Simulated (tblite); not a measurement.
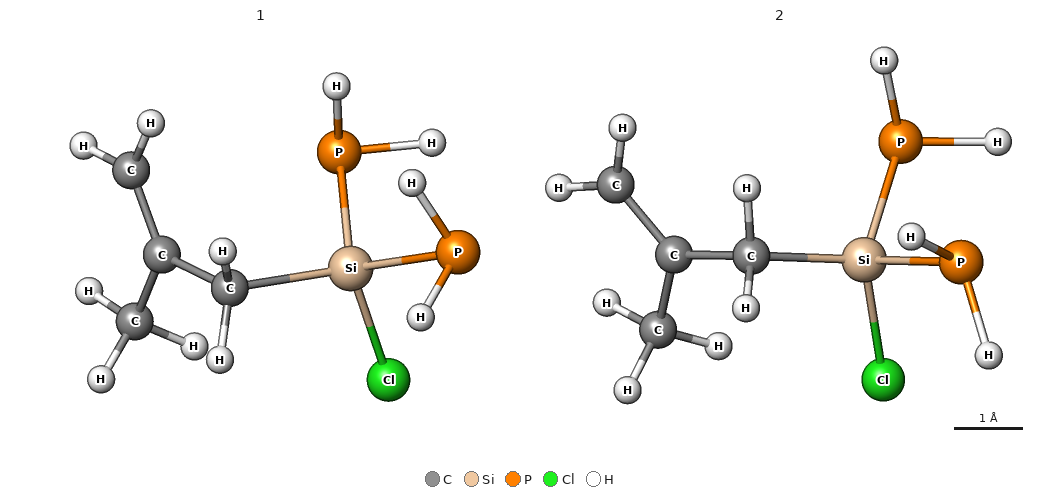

Two geometries of C4H11ClP2Si, drawn at one scale. One is the start of a relaxation, the other its converged end. The picture is a ball-and-stick view, seen from a free direction.

Computed with GFN2-xTB geometry optimisation, gas phase (tblite). 

### Which one is relaxed?

Structure 1 is the relaxed one. After 166 geometry steps the energy has fallen by 1.505 eV. The atom that moves furthest after the best rigid fit is an H atom (1.08 Å). By element the largest moves are H 1.08 Å, P 0.66 Å, C 0.55 Å, Cl 0.38 Å, Si 0.19 Å. Near-neighbour distances that change, for instance: C–Si 1.824 → 1.935 Å, H–P 1.474 → 1.386 Å, H–P 1.454 → 1.386 Å, P–Si 2.194 → 2.263 Å. Among the angles between lasting bonds that change: Si–P–H 109.9° → 94.2°, Si–P–H 108.3° → 94.3°, H–P–H 105.4° → 92.0°. Groups turn about P–Si by about 50°, C–Si by about 35°, C–C by about 30°.
